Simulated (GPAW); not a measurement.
# BaAlGeH (P3m1): G0W0 with GPAW, start to end

Wanted: ground state, empty states, screening and self-energy for BaAlGeH (P3m1).

Main program and level: GPAW 26.7.0; LDA and many-body steps on it, plane waves.

### Step 1. The starting structure

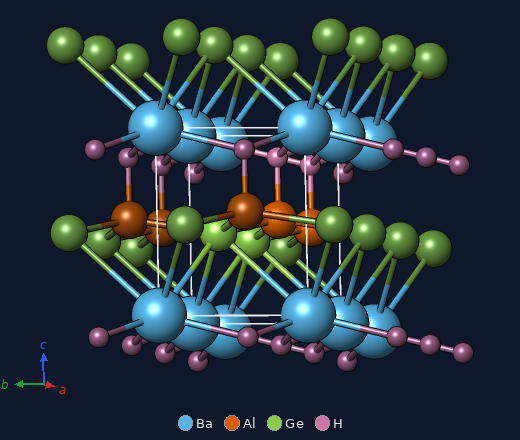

Start, viewed from a free direction; barium blue, aluminium orange, germanium green, hydrogen pink. 2×1×1 cells are drawn. Some periodic images of atoms are drawn too.

The cell and positions come from the Crystallography Open Database and are kept as given unless a step says otherwise. Spin-orbit coupling is left out unless a step names it.

### Step 2. Ground state

This step: GPAW 26.7.0; DFT, LDA, plane waves, PAW.

The ground-state density comes first.

run.py

```python
import json
import numpy as np
from gpaw.mpi import world
from ase import Atoms
from gpaw import GPAW, PW, FermiDirac

atoms = Atoms(['Ba', 'Al', 'Ge', 'H'],
    cell=[[4.3448400000, 0.0000000000, 0.0000000000],
      [-2.1724200000, 3.7627418154, 0.0000000000],
      [0.0000000000, 0.0000000000, 5.2160600000]],
    scaled_positions=[[0.0000000000, 0.0000000000, 0.0000000000],
      [0.6666666667, 0.3333333333, 0.5395000000],
      [0.3333333333, 0.6666666667, 0.4551000000],
      [0.6666666667, 0.3333333333, 0.8703000000]],
    pbc=(True, True, True))
calc = GPAW(mode=PW(600),
    xc='LDA',
    kpts={'size': (6, 6, 6), 'gamma': True},
    occupations=FermiDirac(0.001),
    nbands=-8,
    convergence={'density': 1e-6, 'bands': -3},
    maxiter=100,
    txt='gs.txt')
atoms.calc = calc
res = {'energy': atoms.get_potential_energy()}
kpts = calc.get_ibz_k_points()
res['kpts'] = kpts
res['eigenvalues'] = [calc.get_eigenvalues(kpt=k) for k in range(len(kpts))]
res['n_electrons'] = calc.get_number_of_electrons()
calc.write('gs.gpw')

if world.rank == 0:
    with open('result.json', 'w') as f:
        json.dump(res, f, default=lambda x: x.tolist())
```

On the command line:

```
$ mpirun -n 4 gpaw python run.py
```

Numbers of over 12 decimals in the logs are rounded to 6 here.

The program printed:

```text
__  _  _
 | _ |_)|_||  |
 |__||  | ||/\| - 26.7.0

Input parameters:
  mode=PW(ecut=600.0),
  convergence={'density': 1e-06, 'bands': -3},
  kpts=MonkhorstPack(size=(6, 6, 6), gamma=True),
  maxiter=100,
  nbands=-8,
  occupations=Occupations(name='fermi-dirac', width=0.001, fixmagmom=False),
  xc=XC(name='LDA')
  [... matrices ...]
Diagonalizing LCAO Hamiltonian
Converting LCAO to pw mode

             H

         Ge  Al

       Ba

Atoms  # Å, Bohr magnetons
|   | symbol |         x |        y |        z |    initial magnetic moments |
| 0 |     Ba |  0.000000 | 0.000000 | 0.000000 | ( 0.0000,  0.0000,  0.0000) |
| 1 |     Al |  2.172420 | 1.254247 | 2.814064 | ( 0.0000,  0.0000,  0.0000) |
| 2 |     Ge | -0.000000 | 2.508495 | 2.373829 | ( 0.0000,  0.0000,  0.0000) |
| 3 |      H |  2.172420 | 1.254247 | 4.539537 | ( 0.0000,  0.0000,  0.0000) |

Unit cell  # Å
| periodic |         x |        y |        z |  lengths |     angles |
|      yes |  4.344840 | 0.000000 | 0.000000 | 4.344840 |  90.000000 |
|      yes | -2.172420 | 3.762742 | 0.000000 | 4.344840 |  90.000000 |
|      yes |  0.000000 | 0.000000 | 5.216060 | 5.216060 | 120.000000 |

Number of symmetries: 6
Symmetry operations  # r_c * U_cc + t_c -> r_c
|   | kind |            matrix            |
| 0 |  σ   |  1, 1, 0,  0,-1, 0,  0, 0, 1 |
| 1 |  E   |  1, 0, 0,  0, 1, 0,  0, 0, 1 |
| 2 |  C3  |  0, 1, 0, -1,-1, 0,  0, 0, 1 |
| 3 |  σ   |  0,-1, 0, -1, 0, 0,  0, 0, 1 |
| 4 |  σ   | -1, 0, 0,  1, 1, 0,  0, 0, 1 |
| 5 |  C3  | -1,-1, 0,  1, 0, 0,  0, 0, 1 |

BZ-sampling:
  Number of BZ points: 216
  Number of IBZ points: 34

  Monkhorst-Pack size: [6, 6, 6]
  Monkhorst-Pack shift: [0.083333, 0.083333, 0.083333]

K-points  # in reciprocal-cell coordinates
|     |                                coordinates |     weight |
|   0 | (  0.00000000,   0.00000000,   0.00000000) | 0.00462963 |
|   1 | (  0.00000000,   0.00000000,   0.16666667) | 0.00925926 |
|   2 | (  0.00000000,   0.00000000,   0.33333333) | 0.00925926 |
|   3 | (  0.00000000,   0.00000000,   0.50000000) | 0.00462963 |
|   4 | (  0.16666667,   0.00000000,  -0.33333333) | 0.02777778 |
|   5 | (  0.16666667,   0.00000000,  -0.16666667) | 0.02777778 |
|   6 | (  0.16666667,   0.00000000,   0.00000000) | 0.02777778 |
|   7 | (  0.16666667,   0.00000000,   0.16666667) | 0.02777778 |
|   8 | (  0.16666667,   0.00000000,   0.33333333) | 0.02777778 |
|   9 | (  0.16666667,   0.00000000,   0.50000000) | 0.02777778 |
| ... |                                            |            |
|  33 | (  0.50000000,   0.50000000,   0.50000000) | 0.01388889 |

Plane wave coefficients: 2879
Cutoff: 600.0 eV

Spin-components: 1 (collinear spins)
Bands:           17
Projectors:      19
Spin-degeneracy: 2
Datatype:        complex128

  Storage: CPU
  Wave functions: 26_329_056 bytes (6_582_264 per core)
  Projectors: 49_560_576 bytes (12_390_144 per core)
  [... matrices ...]
Parallelization:
  kpt:    4
  domain: 1
  band:   1

Density:
  Valence electrons: 18.0
  Components: 1
  Grid points: [25 25 30]
  Charge: 0.0  # |e|

Potential:
  Grid points: [25 25 30]

species:
  Ba:
    name:    Barium
    Z:       56.0
    valence: 10
    core:    46
    charge:  0.0  # [|e|]
    compensation charges:
      type: gauss
      rc: 0.37  # [Å]
      lmax: 2
    cutoffs:
      filter: 2.06  # [Å]
      core: 2.33  # [Å]
    projectors
    | kind |    occ | energy [eV] | rcut [Å] |
    |   5s |  2.000 |     -33.774 |    1.164 |
    |   6s |  2.000 |      -3.346 |    1.164 |
    |   5p |  6.000 |     -18.813 |    1.164 |
    |    p |        |       0.000 |    1.164 |
    |    d |        |       0.000 |    1.164 |
    |    d |        |      27.211 |    1.164 |

    Using partial waves for Ba as LCAO basis

  Al:
    name:    Aluminium
    Z:       13.0
    valence: 3
    core:    10
    charge:  0.0  # [|e|]
    compensation charges:
      type: gauss
      rc: 0.34  # [Å]
      lmax: 2
    cutoffs:
      filter: 1.91  # [Å]
      core: 2.36  # [Å]
    projectors
    | kind |    occ | energy [eV] | rcut [Å] |
    |   3s |  2.000 |      -7.830 |    1.085 |
    |   3p |  1.000 |      -2.783 |    1.085 |
    |    s |        |      19.382 |    1.085 |
    |    p |        |      24.428 |    1.085 |
    |    d |        |       0.000 |    1.085 |

    Using partial waves for Al as LCAO basis

  Ge:
    name:    Germanium
    Z:       32.0
    valence: 4
    core:    28
    charge:  0.0  # [|e|]
    compensation charges:
      type: gauss
      rc: 0.32  # [Å]
      lmax: 2
    cutoffs:
      filter: 1.77  # [Å]
      core: 3.42  # [Å]
    projectors
    | kind |    occ | energy [eV] | rcut [Å] |
    |   4s |  2.000 |     -11.940 |    1.005 |
    |   4p |  2.000 |      -4.047 |    1.005 |
    |    s |        |      15.272 |    1.005 |
    |    p |        |      23.164 |    1.005 |
    |    d |        |       0.000 |    1.005 |

    Using partial waves for Ge as LCAO basis

  H:
    name:    Hydrogen
    Z:       1.0
    valence: 1
    core:    0
    charge:  0.0  # [|e|]
    compensation charges:
      type: gauss
      rc: 0.15  # [Å]
      lmax: 2
    cutoffs:
      filter: 0.85  # [Å]
      core: 0.53  # [Å]
    projectors
    | kind |    occ | energy [eV] | rcut [Å] |
    |   1s |  1.000 |      -6.353 |    0.476 |
    |    s |        |      20.858 |    0.476 |
    |    p |        |       0.000 |    0.476 |

    Using partial waves for H as LCAO basis

Reference energy: -284716.141532  # eV

eigensolver:
  PPCG
  Converge bands: -3
  niter=2

density mixing:
  MSR1-Mixer
  Pratt-step length: 0.05
  Maximum mixing coefficient: 0.75
  Old densities: 10
  SVD Regularization: 0.005
  Good broyden scale: 1.0
  Trust region scale: 1.0
  Backstep threshold: 4.0
  History deletion threshold: 6.0
  Fourier metric: weight=20.0, sigma=0.015

occupation numbers:
  Fermi-Dirac:
    width: 0.0010  # eV

poisson solver:
  ecut: 4800.0  # eV

xc functional:
  name: None

Initialization done in: 1.230 s

convergence criteria:
- Maximum integral of absolute [dens]ity change: 1e-06 electrons / valence electron
- Maximum [total energy] change in last 3 cyles: 0.0005 eV / valence electron
- Maximum integral of absolute [eigenst]ate change: 4e-08 eV^2 / valence electron
maximum number of iterations: 100

SCF iterations
|iter     |     time |      energy | eigst |  dens |
|iter:   1|  |  -18.018738 | +0.89 |       |
|iter:   2|  |  -17.926076 | +0.01 | -0.96 |
|iter:   3|  |  -17.396474 | -0.69 | -1.00 |
|iter:   4|  |  -17.360889 | -1.39 | -1.54 |
|iter:   5|  |  -17.359486 | -2.01 | -2.16 |
|iter:   6|  |  -17.359356c| -3.27 | -2.44 |
|iter:   7|  |  -17.359356c| -3.90 | -3.22 |
|iter:   8|  |  -17.359356c| -3.83 | -3.70 |
|iter:   9|  |  -17.359356c| -5.86 | -4.10 |
|iter:  10|  |  -17.359356c| -6.85 | -5.10 |
|iter:  11|  |  -17.359356c| -7.58c| -5.77 |
|iter:  12|  |  -17.359356c| -8.29c| -6.39c|

Converged in 12 steps
SCF loop duration: 3.693 s (0.308 s/step)
Energy contributions relative to reference atoms: (reference = -284716.141532)
  [... matrices ...]
Energy contributions:
  Kinetic:          20.798876
  Coulomb:         -16.445538
  Zero:             -0.055955
  External:          0.000000
  Xc:              -21.656739
  Entropy:          -0.000000
  Spinorbit:         0.000000
  ----------------------------
  Free energy:     -17.359356
  Extrapolated:    -17.359356

dipole moment: (-12.729696, -22.916775, -31.161782)  # |e|*Ang

Fermi level: 6.654
Eigenvalues  # (at kpt = [0.000, 0.000, 0.000])
| band index |      eig [eV] | occ [0-2] |
|          0 |       -21.341 |     2.000 |
|          1 |        -6.712 |     2.000 |
|          2 |        -6.340 |     2.000 |
|          3 |        -6.340 |     2.000 |
|          4 |        -3.286 |     2.000 |
|          5 |         1.732 |     2.000 |
|          6 |         5.222 |     2.000 |
|          7 |         5.561 |     2.000 |
|          8 |         5.561 |     2.000 |
|          9 |         7.078 |     0.000 |
|         10 |         9.294 |     0.000 |
|         11 |         9.294 |     0.000 |
|         12 |        10.321 |     0.000 |
|         13 |        10.321 |     0.000 |
|         14 |        10.350 |     0.000 |
|         15 |        10.350 |     0.000 |
|         16 |        10.434 |     0.000 |

Gap: 0.756 eV
Transition (v -> c):
  (s=0, k=3, n=8, [0.00, 0.00, 0.50]) -> (s=0, k=31, n=9, [0.50, 0.50, 0.17])
Direct/indirect transitions are different
Direct gap: 1.260 eV
Transition at: (s=0, k=3, n=8, [0.00, 0.00, 0.50])
# Writing to gs.gpw (mode='')
  [... matrices ...]
```

The job ended after 6.6 s (4 MPI ranks of Intel Xeon 6975P-C (Granite Rapids), shared host; peak memory 0.76 GiB).

Numbers from this step:

```yaml
total_energy: -17.36 eV
gap: 0.7563 eV
k_of_the_valence_top: 0, 0, 0.5
k_of_the_conduction_bottom: 0.5, 0.5, 0.1667
least_direct_gap: 1.260 eV
```

The gap is indirect, with the least direct gap 0.50 eV higher.

### Step 3. Empty states on the mesh, 3×3×2 mesh, 111 bands

The sums over transitions need many empty states on a uniform mesh; this step solves for them.

run.py

```python
import json
import numpy as np
from gpaw.mpi import world
from gpaw import GPAW

calc = GPAW('gs.gpw').fixed_density(kpts={'size': (3, 3, 2), 'gamma': True},
    nbands=129,
    convergence={'bands': 111},
    txt='nscf.txt')
calc.write('full.gpw', mode='all')
res = {}
kpts = calc.get_ibz_k_points()
res['kpts'] = kpts
res['eigenvalues'] = [calc.get_eigenvalues(kpt=k) for k in range(len(kpts))]
res['n_electrons'] = calc.get_number_of_electrons()

if world.rank == 0:
    with open('result.json', 'w') as f:
        json.dump(res, f, default=lambda x: x.tolist())
```

On the command line:

```
$ mpirun -n 4 gpaw python run.py
```

The program printed:

```text
Diagonalizing LCAO Hamiltonian
Converting LCAO to pw mode
convergence criteria:
- Maximum integral of absolute [eigenst]ate change: 4e-08 eV^2 / valence electron
maximum number of iterations: 100

SCF iterations
|iter     |     time |      energy | eigst |  dens |
|iter:   1|  |             | +4.38 |       |
|iter:   2|  |             | +3.17 |       |
|iter:   3|  |             | +2.05 |       |
[...]
|iter:  13|  |             | -6.86 |       |
|iter:  14|  |             | -7.26 |       |
|iter:  15|  |             | -7.67c|       |
SCF steps: 15
  __  _  _
 | _ |_)|_||  |
 |__||  | ||/\| - 26.7.0

Input parameters:
  mode=PW(ecut=600.0),
  convergence={'bands': 111},
  gpts=array([25, 25, 30]),
  kpts=MonkhorstPack(size=(3, 3, 2), gamma=True),
  maxiter=100,
  nbands=129,
  occupations=Occupations(name='fermi-dirac', width=0.001, fixmagmom=False),
  parallel={},
  xc=XC(name='LDA')
# Writing to full.gpw (mode='all')
  [... matrices ...]

timing:  # [seconds]
  Total: 0.102  # ━━━━━━━━━━━━━━━━━━━━━━━━━━━━━━━━━━━━━━━━━━━━━━━━━━━━━━━━━━━
```

Wall time 11 s (4 MPI ranks); peak memory 0.78 GiB.

Numbers from this step:

| Item | Value |
| --- | --- |
| gap | 1.069 eV |
| k of the valence top | 0, 0, 0.5 |
| k of the conduction bottom | 0, 0, 0 |
| least direct gap | 1.260 eV |
| k points computed | 6 |
| lowest point of the top converged band, above the valence top | 55.8787 eV |

On this mesh the gap is 1.069 eV. The earlier step found 0.756 eV, so this mesh misses an edge.

### Step 4. Screening and self-energy, 3×3×2 mesh, 101 bands, screening to 65 eV

G0W0 replaces the xc potential by the self-energy, built once from these orbitals. Only a window of levels is corrected, while the sums run over the empty bands that the input names.

This step: G0W0 on LDA, plane waves, PAW.

run.py

```python
import json
import numpy as np
from gpaw.mpi import world
from gpaw.response.g0w0 import G0W0

gw = G0W0('full.gpw',
    filename='gw',
    kpts=[0, 1],
    bands=(7, 11),
    ecut=65,
    nbands=101,
    integrate_gamma='WS',
    ppa=True)
gw.calculate()
res = {mode: {k: v for k, v in r.items() if k != 'sigma_eskwn'}
       for mode, r in gw.all_results.items()}

if world.rank == 0:
    with open('result.json', 'w') as f:
        json.dump(res, f, default=lambda x: x.tolist())
```

On the command line:

```
$ mpirun -n 4 gpaw python run.py
```

The program printed:

```text
Using integrator: PointIntegrator
FrequencyGridDescriptor(from 0.000+0.000j to 0.000+27.211j eV, 2 points)
Nonperiodic BCs:  [False False False]
Using integrator: PointIntegrator
FrequencyGridDescriptor(from 0.000+0.000j to 0.000+27.211j eV, 2 points)
Nonperiodic BCs:  [False False False]
  ___  _ _ _
 |   || | | |
 | | || | | |
 |__ ||_____|
 |___|

BZ k-points: Symmetries present (total): 6

  [... matrices ...]
18 k-points: 3 x 3 x 2 Monkhorst-Pack grid + [0.000000,0.000000,1/4]
6 k-points in the irreducible part of the Brillouin zone
       k-points in crystal coordinates                weights
   0:     0.00000000    0.00000000    0.00000000          1/18
   1:     0.00000000    0.00000000    0.50000000          1/18
   2:     0.33333333    0.00000000    0.00000000          6/18
   3:     0.33333333    0.00000000    0.50000000          6/18
   4:     0.33333333    0.33333333    0.00000000          2/18
   5:     0.33333333    0.33333333    0.50000000          2/18

Distributing spins, k-points and bands (1 x 2 x 4) over 4 processes
Number of blocks: 1

Quasi particle states:
k-points (IBZ indices): [0, 1]
Band range: (7, 11)
  [... matrices ...]
Computational parameters:
Plane wave cut-off: 65 eV
Number of bands: 101
Coulomb cutoff: None
Broadening: 0.1 eV

fxc modes: GW
Kernel: RPA
Using Godby-Needs plasmon-pole approximation:
  Fitting energy: i*E0, E0 = 1.000 Hartree
Summing all q:

Calculating screened Coulomb potential
No Coulomb truncation
FrequencyGridDescriptor(from 0.000+0.000j to 0.000+27.211j eV, 2 points)
Removing empty qpoint cache files...

Calculating chi0 body with:
    Ground state adapter containing:
    Number of spins: 1
    Number of kpoints: 18
    Number of irreducible kpoints: 6
    Number of completely occupied states: 9
    Number of partially occupied states: 9
    Occupied states memory: 2.574921 M / cpu

    Linear response parametrization:
    q_c: [0.0, 0.0, 0.0]
    Number of frequency points: 2
    Planewave cutoff: 65.0
    Number of bands: 101
    Number of planewaves: 109
    Broadening (eta): 1e-06
    comm.size: 4
    kncomm.size: 4
    blockcomm.size: 1

    Memory estimate of potentially large arrays:
        chi0_wGG: 0.362579 M / cpu
Integrating chi0 body.

Symmetries of q_c:
    Direct symmetries (Uq -> q): 6
    Indirect symmetries (TUq -> q): 6
In total 12 allowed symmetries.

  [... matrices ...]
6 groups of equivalent kpoints. 66.666667% reduction.

Integral kind: response function
Integrating chi0 head and wings.

Symmetries of q_c:
    Direct symmetries (Uq -> q): 6
    Indirect symmetries (TUq -> q): 6
In total 12 allowed symmetries.

  [... matrices ...]
6 groups of equivalent kpoints. 66.666667% reduction.

Integral kind: response function wings

Calculating chi0 body with:
    Ground state adapter containing:
    Number of spins: 1
    Number of kpoints: 18
    Number of irreducible kpoints: 6
    Number of completely occupied states: 9
    Number of partially occupied states: 9
    Occupied states memory: 2.574921 M / cpu

[... the further q-points ...]

Results:
f:      Occupation numbers
eps:     KS-eigenvalues [eV]
vxc:     KS vxc [eV]
exx:     Exact exchange [eV]
sigma:   Self-energies [eV]
dsigma:  Self-energy derivatives
Z:       Renormalization factors
qp:      QP-energies [eV]

k-point 0 (0): (0.000, 0.000, 0.000)                GW
band       f     eps     vxc     exx   sigma  dsigma       Z      qp
                                                                   GW
   7   1.000   5.561 -12.117 -13.333   1.150  -0.285   0.778   5.510
   8   1.000   5.561 -12.117 -13.333   1.150  -0.285   0.778   5.510
   9   0.000   7.078 -12.093  -7.955  -3.537  -0.278   0.782   7.548
  10   0.000   9.294 -11.363  -6.648  -4.124  -0.279   0.782   9.756

k-point 1 (1): (0.000, 0.000, 0.500)                GW
band       f     eps     vxc     exx   sigma  dsigma       Z      qp
                                                                   GW
   7   1.000   5.947 -12.583 -13.839   1.202  -0.284   0.779   5.904
   8   1.000   6.010 -11.577 -12.514   0.881  -0.287   0.777   5.966
   9   0.000   7.270 -13.060  -8.702  -3.583  -0.279   0.782   7.876
  10   0.000   7.906 -10.975  -6.584  -3.856  -0.268   0.788   8.328
```

It took 10 s on 4 MPI ranks; peak memory 1.4 GiB.

Numbers from this step:

```yaml
g0w0_gap_on_the_points_computed: 1.582 eV
least_direct_g0w0_gap_on_the_computed_points: 1.910 eV
z_at_the_valence_top: 0.7768
z_at_the_conduction_bottom: 0.7822
starting_gap_on_the_mesh: 1.069 eV
k_of_the_valence_top: 0, 0, 0.5
k_of_the_conduction_bottom: 0, 0, 0
```

The gap on the mesh goes from 1.07 eV to 1.58 eV, a correction of +0.51 eV. The start differs from the 0.76 eV found before because the two sample other k points.

Limits: finite bands, cutoff and mesh; no spin-orbit coupling; coarse k mesh. v1 is the top filled band, c1 the lowest empty one. Levels before and after the correction, in eV, zero at the valence-band top of each column:

```tsv
	conduction bottom	valence top
Kohn-Sham	1.07	0.00
G0W0	1.58	0.00
```

```tsv
	level	energy (eV)
Kohn-Sham	Γ v2-v1	-0.449
Kohn-Sham	Γ c1	1.069
Kohn-Sham	Γ c2	3.285
Kohn-Sham	(0 0 0.5) v2	-0.063
Kohn-Sham	(0 0 0.5) v1	0.000
Kohn-Sham	(0 0 0.5) c1	1.260
Kohn-Sham	(0 0 0.5) c2	1.896
G0W0	Γ v2-v1	-0.456
G0W0	Γ c1	1.582
G0W0	Γ c2	3.791
G0W0	(0 0 0.5) v2	-0.062
G0W0	(0 0 0.5) v1	0.000
G0W0	(0 0 0.5) c1	1.910
G0W0	(0 0 0.5) c2	2.362
```

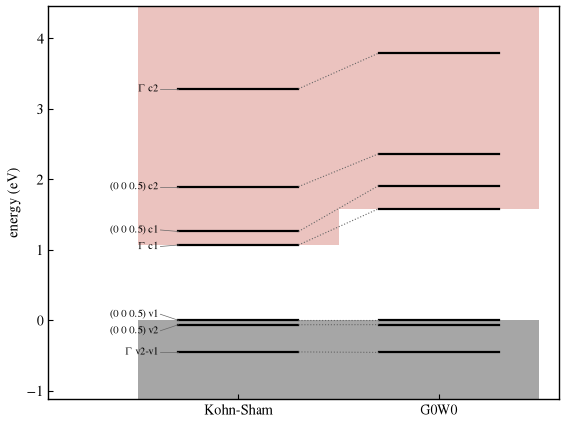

Levels before and after the correction. Shaded: valence and conduction bands.

### Step 5. Where the time went

Times are wall times on 4 MPI ranks of Intel Xeon 6975P-C (Granite Rapids), shared host, good to a factor of about two.

```tsv
step	time	share	memory (GiB)
ground state	6.6 s	23 %	0.76
empty states on the mesh	11 s	41 %	0.78
screening and self-energy	10 s	36 %	1.4
```

### Step 6. Summary of results

```json
{
 "LDA gap": "0.76 eV, indirect",
 "G0W0 gap on the mesh": "1.58 eV",
 "G0W0 gap over the zone (rigid shift)": "1.27 eV",
 "GW settings": "3×3×2 mesh, 101 bands, screening to 65 eV, Godby-Needs plasmon pole",
 "known limits": "not at the basis limit; no spin-orbit coupling; coarse k mesh"
}
```

What this shows: G0W0 moves the gap on the mesh from 1.07 eV to 1.58 eV (+0.51 eV), with Z of 0.78 and 0.78 at the edges. The mesh misses the band edges by 0.31 eV in all; a rigid shift gives 1.27 eV for the zone. Only 2 of the mesh's irreducible points were corrected, so a valley elsewhere could overtake. Bands and cutoff are finite, so the gap is not at the basis limit. The miss can reach some tenths of an eV and take either sign; the mesh is an error of its own. These stock PAW sets were not made for GW; the filled d or f shell of Ge lies in the frozen core, which bears on start and correction. In the G0W0 run levels were corrected at 2 k points alone, so a gap called «on the mesh» is the least over those, and an edge elsewhere would be missed. A denser mesh or path gives a starting gap of 0.76 eV: the GW mesh misses a band edge, so its gaps are not the fundamental one. The 3×3×2 mesh is coarse for this cell, which bears on the long-range parts of exchange and screening. The many-body steps are scalar-relativistic: spin-orbit coupling is not in them.

[Paths, hosts, dates, memory and timing lines, banners, echoed tables and standing remarks are left out of the program output.]

[Logs are printed without paths, hosts, clocks, repeated set-up lines and the standing remarks that a program may print on its own settings, such as how far it seeks lower states.]

[Runs of the session that timed out or met a known fault of the program may be left out.]

[Hosts, paths, dates, database ids (printed as entryN), source tags and the programs' standing remarks are cut or masked in the printed files.]
